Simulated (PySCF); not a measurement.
# CH7BGeO2: electronic excitations at several levels of theory

Aim: compute the electronic excitations of CH7BGeO2 (`[CH3][GeH2][B](O)O`) at several levels, and see how far they spread and what each costs.

Programs: PySCF 2.14.0, with density-fitted response routines of our own. Each step states its level of theory. These are calculated values for one molecule in the gas phase, unless marked as measured. Atoms count from 0, in the outputs and in this text.

### Step 1. The starting structure

12 atoms, charge 0, multiplicity 1; geometry from: GFN2-xTB. The atoms were then displaced at random by about 0.01 Å, so the start is not that level's minimum.

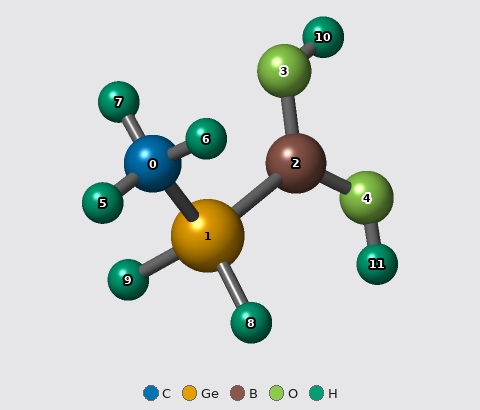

As it starts; carbon blue, germanium amber, boron brown, oxygen green, hydrogen teal, atoms numbered; sticks join atoms by distance.

### Step 2. Optimising the geometry at PBE0-D3(BJ)/def2-SVP

What the job is given:

```
{"job": {"xc": "PBE0", "basis": "def2-SVP", "d3": "d3bj", "grid": 1, "shake": 0.01, "kind": "geom"}, "charge": 0, "multiplicity": 1}
C     -1.859160     0.386480    -0.515980
Ge    -0.491920    -0.444530     0.580700
B      1.403730    -0.054760    -0.021820
O      1.586610     0.267210    -1.314840
O      2.536350    -0.092230     0.741020
H     -2.881450     0.130500    -0.204110
H     -1.791960     1.493060    -0.467140
H     -1.738230     0.125950    -1.564730
H     -0.764900    -0.058160     2.045890
H     -0.830730    -1.913640     0.638240
H      2.437140     0.441590    -1.606730
H      2.434220    -0.309720     1.680470
```

Command:

```bash
OMP_NUM_THREADS=1 python probes_run.py task.json out
```

The driver reads the jobs from task.json and runs them one after another.

Log:

```text
step   0  E = -2293.79474977  max force = 0.063890
step   1  E = -2293.80066903  max force = 0.016932
step   2  E = -2293.80172094  max force = 0.004164
step   3  E = -2293.80185535  max force = 0.001979
step   4  E = -2293.80187256  max force = 0.001383
step   5  E = -2293.80188528  max force = 0.000868
step   6  E = -2293.80189469  max force = 0.001441
step   7  E = -2293.80189875  max force = 0.001458
step   8  E = -2293.80190522  max force = 0.000839
step   9  E = -2293.80191384  max force = 0.000536
step  10  E = -2293.80192160  max force = 0.000839
step  11  E = -2293.80192770  max force = 0.000736
step  12  E = -2293.80193111  max force = 0.000243
optimisation converged
```

Wall time 1.9 min (1 thread of Arm Neoverse N1, shared host); peak memory 0.51 GiB.

Relaxation path:

| step | energy from step 0 (eV) | largest force component (eV/Å) |
| --- | --- | --- |
| 0 | 0.0000 | 3.2854 |
| 1 | -0.1611 | 0.8707 |
| 2 | -0.1897 | 0.2141 |
| 3 | -0.1934 | 0.1018 |
| 4 | -0.1938 | 0.0711 |
| 5 | -0.1942 | 0.0446 |
| 6 | -0.1944 | 0.0741 |
| 7 | -0.1945 | 0.0750 |
| 8 | -0.1947 | 0.0431 |
| 9 | -0.1949 | 0.0276 |
| 10 | -0.1952 | 0.0431 |
| 11 | -0.1953 | 0.0378 |
| 12 | -0.1954 | 0.0125 |

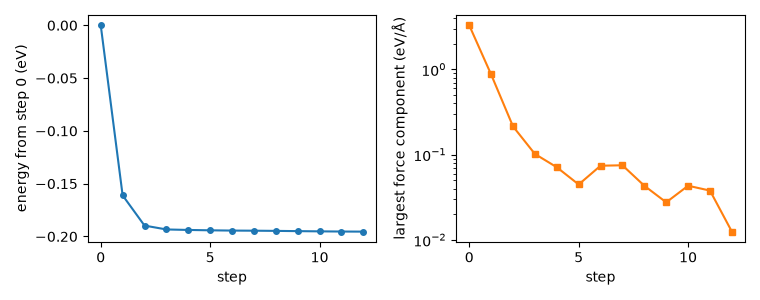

Energy and force, step by step.

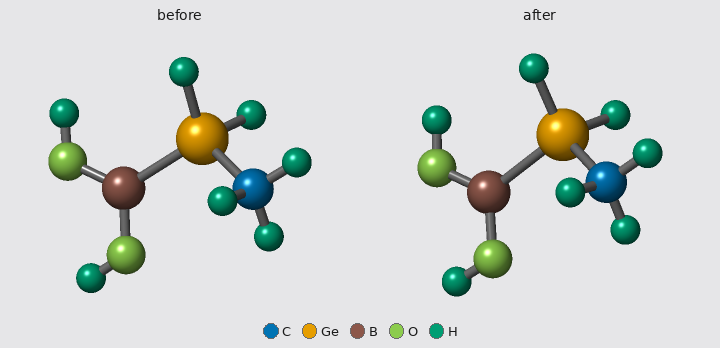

The geometry before (left) and after (right).

Distances of close pairs at the start and the end, largest changes first:

| bond | before (Å) | after (Å) | change (Å) |
| --- | --- | --- | --- |
| Ge1–B2 | 2.027 | 2.080 | +0.054 |
| O3–H10 | 0.916 | 0.967 | +0.051 |
| Ge1–H9 | 1.509 | 1.548 | +0.039 |
| C0–Ge1 | 1.940 | 1.956 | +0.016 |
| C0–H7 | 1.087 | 1.099 | +0.012 |
| Ge1–H8 | 1.540 | 1.551 | +0.011 |
| C0–H6 | 1.110 | 1.099 | -0.010 |
| B2–O3 | 1.345 | 1.355 | +0.010 |

The next job starts from the end point, and lists it.

| at the end point | value |
| --- | --- |
| point group (found at 0.08 Å tolerance) | C1 |
| rotational constants (GHz, main isotopes) | 5.445, 1.945, 1.499 |
| dipole moment (D) | 1.27 |

### Step 3. Excited states and response: PBE/def2-SVPD

What the job is given:

```
{"job": {"kind": "uv", "xc": "PBE", "basis": "def2-SVPD", "ip": true}, "charge": 0, "multiplicity": 1}
C     -1.863046     0.571598    -0.339327
Ge    -0.515563    -0.454865     0.639215
B      1.383146    -0.152438    -0.155594
O      1.453760     0.282539    -1.437087
O      2.549651    -0.360970     0.518096
H     -2.875192     0.363945     0.034812
H     -1.661434     1.647785    -0.239783
H     -1.814580     0.310911    -1.406285
H     -0.546895    -0.063108     2.139439
H     -0.889822    -1.956497     0.596299
H      2.370658     0.392633    -1.723300
H      2.421848    -0.651457     1.425268
```

Level: TDDFT PBE/def2-SVPD, vertical, gas phase, core orbitals frozen in the response.

Log:

```text
coarse grid: 45440 points
cycle   1  E = -2293.5236962554  dE = -1.921e-01  |g| = 1.104e+00  |ddm| = 4.304e+00
cycle   2  E = -2292.8216219768  dE =  7.021e-01  |g| = 2.149e+00  |ddm| = 2.812e+00
cycle   3  E = -2293.7333210793  dE = -9.117e-01  |g| = 2.265e-01  |ddm| = 2.048e+00
cycle   4  E = -2293.7420981656  dE = -8.777e-03  |g| = 7.833e-02  |ddm| = 2.626e-01
cycle   5  E = -2293.7429732236  dE = -8.751e-04  |g| = 3.330e-02  |ddm| = 1.120e-01
cycle   6  E = -2293.7432361498  dE = -2.629e-04  |g| = 9.824e-03  |ddm| = 4.074e-02
cycle   7  E = -2293.7432545428  dE = -1.839e-05  |g| = 3.112e-03  |ddm| = 1.085e-02
cycle   8  E = -2293.7432566355  dE = -2.093e-06  |g| = 9.518e-04  |ddm| = 4.174e-03
final grid: 95480 points
cycle   9  E = -2293.7431763103  dE =  3.610e-07  |g| = 1.665e-03  |ddm| = 6.637e-03
cycle  10  E = -2293.7431746056  dE =  1.705e-06  |g| = 3.257e-03  |ddm| = 5.222e-03
cycle  11  E = -2293.7431768907  dE = -2.285e-06  |g| = 4.508e-04  |ddm| = 3.323e-03
cycle  12  E = -2293.7431769310  dE = -4.024e-08  |g| = 4.581e-05  |ddm| = 4.037e-04
cycle  13  E = -2293.7431769316  dE = -6.253e-10  |g| = 1.420e-05  |ddm| = 7.742e-05
converged SCF energy = -2293.7431769316

Static polarisability (au): isotropic 72.053, principal 59.600 74.394 82.163

Singlet excitations
state   eV       nm        f      main configurations
  1   6.0927    203.5   0.06966   H->L+1 0.97
  2   6.2038    199.9   0.02013   H->L 0.89
  3   6.5397    189.6   0.02860   H->L+2 0.83, H-1->L 0.11
  4   6.7340    184.1   0.01353   H-1->L 0.70, H->L+2 0.10, H-2->L 0.09
  5   6.8822    180.2   0.03253   H-1->L+1 0.89
  6   6.9647    178.0   0.02014   H-2->L+1 0.64, H-2->L 0.30
  7   7.0527    175.8   0.04436   H-2->L 0.52, H-2->L+1 0.33
  8   7.0924    174.8   0.02535   H->L+3 0.98
  9   7.3206    169.4   0.06740   H-1->L+2 0.89
 10   7.3528    168.6   0.00084   H-3->L+1 0.99

Triplet excitations (Tamm-Dancoff, eV): 5.2844 5.9275 6.2040 6.4046
Vertical ionisation energy (delta-SCF) = 9.6746 eV
```

Run time: 3.7 min. Hardware: 1 thread of Arm Neoverse N1, shared host; peak memory 0.64 GiB.

The orbitals next to the gap, with their largest atomic shares:

| orbital | eV | atoms |
| --- | --- | --- |
| HOMO−3 | -7.99 | O3 46 %, O4 40 %, B2 8 % |
| HOMO−2 | -7.63 | Ge1 37 %, H8 24 %, H9 21 % |
| HOMO−1 | -7.48 | C0 35 %, Ge1 29 %, H9 10 % |
| HOMO | -6.68 | Ge1 29 %, B2 24 %, O4 15 % |
| LUMO | -0.89 | B2 32 %, Ge1 22 %, O4 15 % |
| LUMO+1 | -0.67 | B2 33 %, O4 17 %, H11 14 % |
| LUMO+2 | -0.29 | Ge1 20 %, O4 15 %, O3 13 % |

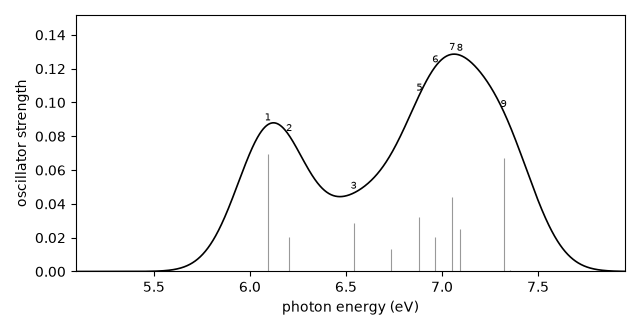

Absorption spectrum from the 10 singlet states computed; above the last one it falls off for lack of states. Lines are broadened to a width of 0.40 eV (Gaussian).

Ground-state properties from the same run:

| property | computed |
| --- | --- |
| dipole moment (D) | 1.04 |
| polarisability (Å³) | 10.68 |
| HOMO–LUMO gap (eV) | 5.79 |
| −ε(HOMO) (eV) | 6.68 |

### Step 4. TDDFT and polarisability: B3LYP/def2-SVPD

Settings changed since step 3:

```diff
@@ -1,2 +1,2 @@
-{"job": {"kind": "uv", "xc": "PBE", "basis": "def2-SVPD", "ip": true}, "charge": 0, "multiplicity": 1}
+{"job": {"kind": "uv", "xc": "B3LYP", "basis": "def2-SVPD", "ip": true}, "charge": 0, "multiplicity": 1}
 C     -1.863046     0.571598    -0.339327
```

Level: TDDFT B3LYP/def2-SVPD, vertical, gas phase, core orbitals frozen in the response.

Log:

```text
coarse grid: 45440 points
cycle   1  E = -2294.2000450741  dE = -2.012e-01  |g| = 9.873e-01  |ddm| = 4.211e+00
cycle   2  E = -2293.9161250004  dE =  2.839e-01  |g| = 1.560e+00  |ddm| = 2.147e+00
cycle   3  E = -2294.3730495054  dE = -4.569e-01  |g| = 1.142e-01  |ddm| = 1.381e+00
cycle   4  E = -2294.3750895843  dE = -2.040e-03  |g| = 4.319e-02  |ddm| = 1.386e-01
cycle   5  E = -2294.3753873308  dE = -2.977e-04  |g| = 9.751e-03  |ddm| = 4.950e-02
cycle   6  E = -2294.3754115846  dE = -2.425e-05  |g| = 3.080e-03  |ddm| = 1.451e-02
cycle   7  E = -2294.3754133054  dE = -1.721e-06  |g| = 9.126e-04  |ddm| = 3.140e-03
final grid: 95480 points
cycle   8  E = -2294.3753222632  dE =  2.891e-07  |g| = 1.604e-03  |ddm| = 5.293e-03
cycle   9  E = -2294.3753211524  dE =  1.111e-06  |g| = 2.920e-03  |ddm| = 3.405e-03
cycle  10  E = -2294.3753227521  dE = -1.600e-06  |g| = 1.193e-04  |ddm| = 2.179e-03
cycle  11  E = -2294.3753227549  dE = -2.766e-09  |g| = 1.624e-05  |ddm| = 1.345e-04
cycle  12  E = -2294.3753227549  dE = -5.366e-11  |g| = 4.255e-06  |ddm| = 2.514e-05
converged SCF energy = -2294.3753227549

Static polarisability (au): isotropic 69.329, principal 58.047 71.566 78.375

Singlet excitations
state   eV       nm        f      main configurations
  1   6.5213    190.1   0.02541   H->L+1 0.87, H->L 0.10
  2   6.5879    188.2   0.06577   H->L 0.88, H->L+1 0.09
  3   7.0339    176.3   0.03939   H->L+2 0.92
  4   7.3492    168.7   0.01857   H-1->L+1 0.84, H-2->L+1 0.08
  5   7.5541    164.1   0.05215   H-1->L 0.93
  6   7.6062    163.0   0.02180   H-2->L 0.64, H-2->L+1 0.26
  7   7.6582    161.9   0.03828   H->L+3 0.90
  8   7.7333    160.3   0.05771   H-2->L+1 0.58, H-2->L 0.28
  9   7.8939    157.1   0.09352   H-1->L+2 0.85
 10   8.0194    154.6   0.00364   H-3->L 0.94

Triplet excitations (Tamm-Dancoff, eV): 5.5673 6.4047 6.6768 6.9580
Vertical ionisation energy (delta-SCF) = 9.9829 eV
```

Wall time 3.5 min (1 thread of Arm Neoverse N1, shared host); peak memory 0.82 GiB.

This run: HOMO -7.73 eV, LUMO -0.30 eV; lowest singlet 6.52 eV.

### Step 5. Excited states and response: PBE0/def2-SVPD

Settings changed since step 4:

```diff
@@ -1,2 +1,2 @@
-{"job": {"kind": "uv", "xc": "B3LYP", "basis": "def2-SVPD", "ip": true}, "charge": 0, "multiplicity": 1}
+{"job": {"kind": "uv", "xc": "PBE0", "basis": "def2-SVPD", "ip": true}, "charge": 0, "multiplicity": 1}
 C     -1.863046     0.571598    -0.339327
```

Level: TDDFT PBE0/def2-SVPD, vertical, gas phase, core orbitals frozen in the response.

Log:

```text
coarse grid: 45440 points
cycle   1  E = -2293.6712027768  dE = -2.270e-01  |g| = 8.886e-01  |ddm| = 4.139e+00
cycle   2  E = -2293.5052014730  dE =  1.660e-01  |g| = 1.287e+00  |ddm| = 1.839e+00
cycle   3  E = -2293.8134327118  dE = -3.082e-01  |g| = 8.494e-02  |ddm| = 1.131e+00
cycle   4  E = -2293.8146036915  dE = -1.171e-03  |g| = 3.262e-02  |ddm| = 1.076e-01
cycle   5  E = -2293.8147786744  dE = -1.750e-04  |g| = 6.809e-03  |ddm| = 3.719e-02
cycle   6  E = -2293.8147897545  dE = -1.108e-05  |g| = 2.174e-03  |ddm| = 1.050e-02
cycle   7  E = -2293.8147906704  dE = -9.159e-07  |g| = 6.495e-04  |ddm| = 2.385e-03
final grid: 95480 points
cycle   8  E = -2293.8147321835  dE =  1.025e-07  |g| = 1.051e-03  |ddm| = 3.935e-03
cycle   9  E = -2293.8147318086  dE =  3.749e-07  |g| = 1.763e-03  |ddm| = 2.143e-03
cycle  10  E = -2293.8147323923  dE = -5.837e-07  |g| = 6.964e-05  |ddm| = 1.335e-03
cycle  11  E = -2293.8147323932  dE = -8.454e-10  |g| = 8.194e-06  |ddm| = 7.437e-05
converged SCF energy = -2293.8147323932

Static polarisability (au): isotropic 68.387, principal 57.423 70.546 77.191

Singlet excitations
state   eV       nm        f      main configurations
  1   6.6155    187.4   0.02518   H->L+1 0.96
  2   6.8381    181.3   0.06517   H->L 0.96
  3   7.2381    171.3   0.03839   H->L+2 0.90
  4   7.5228    164.8   0.02245   H-1->L+1 0.80, H-2->L+1 0.09
  5   7.8028    158.9   0.03044   H-2->L+1 0.72, H-2->L 0.12
  6   7.8709    157.5   0.04108   H-1->L 0.79
  7   7.9307    156.3   0.05904   H->L+3 0.84
  8   7.9479    156.0   0.05686   H-2->L 0.73, H-2->L+1 0.12
  9   8.1380    152.4   0.11406   H-1->L+2 0.82
 10   8.3025    149.3   0.01708   H-3->L 0.48, H-2->L+2 0.36

Triplet excitations (Tamm-Dancoff, eV): 5.5168 6.6264 6.8219 7.0459
Vertical ionisation energy (delta-SCF) = 9.9694 eV
```

Run time: 3.4 min. Hardware: 1 thread of Arm Neoverse N1, shared host; peak memory 0.82 GiB.

This run: HOMO -7.93 eV, LUMO 0.00 eV; lowest singlet 6.62 eV.

### Step 6. Ultraviolet spectrum: BHandHLYP/def2-SVPD

Settings changed since step 5:

```diff
@@ -1,2 +1,2 @@
-{"job": {"kind": "uv", "xc": "PBE0", "basis": "def2-SVPD", "ip": true}, "charge": 0, "multiplicity": 1}
+{"job": {"kind": "uv", "xc": "BHandHLYP", "basis": "def2-SVPD", "ip": true}, "charge": 0, "multiplicity": 1}
 C     -1.863046     0.571598    -0.339327
```

With the program's defaults for keys left out, this is: TDDFT BHandHLYP/def2-SVPD, vertical, gas phase, core orbitals frozen in the response.

Log:

```text
coarse grid: 45440 points
cycle   1  E = -2294.0643496524  dE = -2.113e-01  |g| = 7.937e-01  |ddm| = 4.044e+00
cycle   2  E = -2294.0466487341  dE =  1.770e-02  |g| = 8.752e-01  |ddm| = 1.472e+00
cycle   3  E = -2294.1837350559  dE = -1.371e-01  |g| = 4.697e-02  |ddm| = 7.636e-01
cycle   4  E = -2294.1841553511  dE = -4.203e-04  |g| = 2.177e-02  |ddm| = 8.633e-02
cycle   5  E = -2294.1842354730  dE = -8.012e-05  |g| = 4.696e-03  |ddm| = 2.470e-02
cycle   6  E = -2294.1842398545  dE = -4.382e-06  |g| = 6.012e-04  |ddm| = 6.918e-03
final grid: 95480 points
cycle   7  E = -2294.1841801647  dE = -8.530e-08  |g| = 4.627e-04  |ddm| = 2.916e-03
cycle   8  E = -2294.1841801724  dE = -7.743e-09  |g| = 4.608e-04  |ddm| = 1.040e-03
cycle   9  E = -2294.1841802160  dE = -4.356e-08  |g| = 5.059e-05  |ddm| = 4.470e-04
cycle  10  E = -2294.1841802165  dE = -5.430e-10  |g| = 1.259e-05  |ddm| = 6.055e-05
converged SCF energy = -2294.1841802165

Static polarisability (au): isotropic 65.843, principal 55.888 67.878 73.763

Singlet excitations
state   eV       nm        f      main configurations
  1   6.9173    179.2   0.03071   H->L+1 0.61, H->L+2 0.31
  2   7.2988    169.9   0.05948   H->L 0.88
  3   7.6982    161.1   0.04772   H->L+2 0.44, H->L+1 0.29, H->L+3 0.11
  4   8.1506    152.1   0.05298   H-1->L+1 0.68, H-1->L+2 0.13
  5   8.4002    147.6   0.02583   H-2->L+1 0.57, H-2->L 0.23
  6   8.4834    146.1   0.02557   H-1->L 0.25, H->L+3 0.18, H-2->L 0.18
  7   8.5093    145.7   0.15567   H-1->L 0.45, H->L+3 0.16, H-2->L 0.11
  8   8.5510    145.0   0.04628   H->L+3 0.33, H-2->L 0.23, H-2->L+1 0.15
  9   8.6677    143.0   0.14116   H-1->L+2 0.43, H-1->L+3 0.11
 10   8.8976    139.3   0.01090   H-3->L 0.71, H-2->L+2 0.08

Triplet excitations (Tamm-Dancoff, eV): 5.8027 7.0473 7.2744 7.5677
Vertical ionisation energy (delta-SCF) = 10.1462 eV
```

It took 2.6 min on 1 thread of Arm Neoverse N1, shared host; peak memory 0.81 GiB.

This run: HOMO -9.11 eV, LUMO 0.43 eV; lowest singlet 6.92 eV.

### Step 7. Ultraviolet spectrum: CAM-B3LYP/def2-SVPD

Settings changed since step 6:

```diff
@@ -1,2 +1,2 @@
-{"job": {"kind": "uv", "xc": "BHandHLYP", "basis": "def2-SVPD", "ip": true}, "charge": 0, "multiplicity": 1}
+{"job": {"kind": "uv", "xc": "CAM-B3LYP", "basis": "def2-SVPD", "ip": true}, "charge": 0, "multiplicity": 1}
 C     -1.863046     0.571598    -0.339327
```

With the program's defaults for keys left out, this is: TDDFT CAM-B3LYP/def2-SVPD, vertical, gas phase, core orbitals frozen in the response.

Log:

```text
coarse grid: 45440 points
cycle   1  E = -2294.2046138128  dE = -1.885e-01  |g| = 9.011e-01  |ddm| = 4.069e+00
cycle   2  E = -2294.1392369967  dE =  6.538e-02  |g| = 1.111e+00  |ddm| = 1.664e+00
cycle   3  E = -2294.3509487693  dE = -2.117e-01  |g| = 5.806e-02  |ddm| = 9.025e-01
cycle   4  E = -2294.3514912912  dE = -5.425e-04  |g| = 3.163e-02  |ddm| = 9.953e-02
cycle   5  E = -2294.3516436740  dE = -1.524e-04  |g| = 5.235e-03  |ddm| = 3.105e-02
cycle   6  E = -2294.3516493440  dE = -5.670e-06  |g| = 8.579e-04  |ddm| = 9.672e-03
final grid: 95480 points
cycle   7  E = -2294.3515679910  dE = -1.710e-07  |g| = 7.496e-04  |ddm| = 3.094e-03
cycle   8  E = -2294.3515679774  dE =  1.357e-08  |g| = 8.653e-04  |ddm| = 1.559e-03
cycle   9  E = -2294.3515681050  dE = -1.276e-07  |g| = 9.843e-05  |ddm| = 7.047e-04
cycle  10  E = -2294.3515681071  dE = -2.120e-09  |g| = 2.208e-05  |ddm| = 1.193e-04
cycle  11  E = -2294.3515681073  dE = -1.678e-10  |g| = 1.195e-05  |ddm| = 5.630e-05
converged SCF energy = -2294.3515681073

Static polarisability (au): isotropic 67.893, principal 57.401 70.027 76.249

Singlet excitations
state   eV       nm        f      main configurations
  1   6.7336    184.1   0.02569   H->L+1 0.65, H->L+2 0.27
  2   7.0206    176.6   0.05823   H->L 0.87
  3   7.4619    166.2   0.04230   H->L+2 0.46, H->L+1 0.26, H->L+3 0.12
  4   7.8823    157.3   0.03433   H-1->L+1 0.62, H-1->L+2 0.16, H-2->L+1 0.11
  5   8.1013    153.0   0.02191   H-2->L+1 0.52, H-2->L 0.30
  6   8.2229    150.8   0.05261   H->L+3 0.20, H-2->L 0.18, H-1->L 0.16
  7   8.2693    149.9   0.10044   H-1->L 0.28, H-2->L 0.20, H-2->L+1 0.16
  8   8.2992    149.4   0.04429   H->L+3 0.49, H-1->L 0.17, H->L+2 0.09
  9   8.4009    147.6   0.02861   H-3->L 0.72
 10   8.4431    146.8   0.13949   H-1->L+2 0.32, H-3->L 0.11, H-1->L 0.10

Triplet excitations (Tamm-Dancoff, eV): 5.7047 6.7936 7.0662 7.3802
Vertical ionisation energy (delta-SCF) = 10.1535 eV
```

Run time: 3.1 min. Hardware: 1 thread of Arm Neoverse N1, shared host; peak memory 0.96 GiB.

Key values: HOMO -9.29 eV, LUMO 0.54 eV; lowest singlet 6.73 eV.

### Step 8. TDDFT and polarisability: wB97X-D/def2-SVPD

Settings changed since step 7:

```diff
@@ -1,2 +1,2 @@
-{"job": {"kind": "uv", "xc": "CAM-B3LYP", "basis": "def2-SVPD", "ip": true}, "charge": 0, "multiplicity": 1}
+{"job": {"kind": "uv", "xc": "wB97X-D", "basis": "def2-SVPD", "ip": true}, "charge": 0, "multiplicity": 1}
 C     -1.863046     0.571598    -0.339327
```

Level: TDDFT wB97X-D/def2-SVPD, vertical, gas phase, core orbitals frozen in the response.

Log:

```text
coarse grid: 45440 points
cycle   1  E = -2294.1766486562  dE = -2.008e-01  |g| = 8.743e-01  |ddm| = 4.038e+00
cycle   2  E = -2294.1587995434  dE =  1.785e-02  |g| = 9.744e-01  |ddm| = 1.508e+00
cycle   3  E = -2294.3191592155  dE = -1.604e-01  |g| = 4.411e-02  |ddm| = 7.648e-01
cycle   4  E = -2294.3196380030  dE = -4.788e-04  |g| = 2.367e-02  |ddm| = 9.877e-02
cycle   5  E = -2294.3197427694  dE = -1.048e-04  |g| = 6.376e-03  |ddm| = 3.081e-02
cycle   6  E = -2294.3197510108  dE = -8.241e-06  |g| = 1.011e-03  |ddm| = 1.147e-02
final grid: 95480 points
cycle   7  E = -2294.3192206179  dE = -1.042e-06  |g| = 9.202e-04  |ddm| = 6.378e-03
cycle   8  E = -2294.3192206921  dE = -7.417e-08  |g| = 8.428e-04  |ddm| = 1.831e-03
cycle   9  E = -2294.3192207711  dE = -7.908e-08  |g| = 6.258e-05  |ddm| = 7.160e-04
cycle  10  E = -2294.3192207739  dE = -2.768e-09  |g| = 3.240e-05  |ddm| = 3.000e-04
cycle  11  E = -2294.3192207743  dE = -4.175e-10  |g| = 9.184e-06  |ddm| = 9.542e-05
converged SCF energy = -2294.3192207743

Static polarisability (au): isotropic 67.786, principal 57.484 69.827 76.047

Singlet excitations
state   eV       nm        f      main configurations
  1   6.7593    183.4   0.02735   H->L+1 0.83, H->L+2 0.12
  2   7.2499    171.0   0.05581   H->L 0.82, H->L+2 0.10
  3   7.6242    162.6   0.04267   H->L+2 0.57, H->L+3 0.12, H->L 0.10
  4   7.9349    156.3   0.02833   H-1->L+1 0.71, H-2->L+1 0.12
  5   8.2047    151.1   0.03046   H-2->L+1 0.69, H-2->L 0.10, H-1->L+1 0.10
  6   8.3846    147.9   0.13002   H-2->L 0.55, H-2->L+2 0.11, H-2->L+3 0.09
  7   8.4310    147.1   0.01783   H-1->L 0.30, H-1->L+3 0.26, H-1->L+2 0.22
  8   8.5507    145.0   0.11126   H->L+3 0.52, H-1->L 0.20
  9   8.6134    143.9   0.12575   H-1->L+2 0.28, H-3->L 0.18, H-1->L 0.13
 10   8.6403    143.5   0.03997   H-3->L 0.65

Triplet excitations (Tamm-Dancoff, eV): 5.7575 7.0330 7.2825 7.5308
Vertical ionisation energy (delta-SCF) = 10.0560 eV
```

Run time: 3.2 min. Hardware: 1 thread of Arm Neoverse N1, shared host; peak memory 0.9 GiB.

In short: HOMO -9.77 eV, LUMO 1.45 eV; lowest singlet 6.76 eV.

(Part 1 of 2 ends here.)
